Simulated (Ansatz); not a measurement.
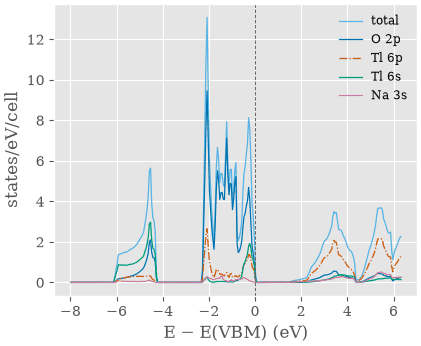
Total and projected density of states of NaTlO in space group P6_3mc (No. 186; Na on 2b, Tl on 2b, O on 2a), r²SCAN in the plane-wave PAW code Ansatz

### Question
Which orbitals carry the states next to the gap?

### Answer
Top 1 eV of the valence band: O 2p 65 %, Tl 6s 16 %, Tl 6p 15 %. Bottom 1 eV of the conduction band: Tl 6p 47 %, Na 3s 20 %, O 2p 13 %, O 2s 11 %. Projections are on Löwdin-orthogonalised atomic valence shells; empty p or d shells of many metals are not among them.

### Question
Where is the tallest occupied peak in this window, and what makes it?

### Answer
Near -2.1 eV, about 13 states/eV per cell; the largest projected share is O 2p.

The first step of the workflow began from a Materials Project structure, measured or hypothetical; the Crystallography Open Database copy checked does not list it. Its standing as an ambient phase is unchecked. The cell was relaxed with r²SCAN under the symmetry of its start; its stability against distortions is not shown here. Spin–orbit coupling is left out wherever it is not named.

Potentials: the later of the program's two PAW sets.
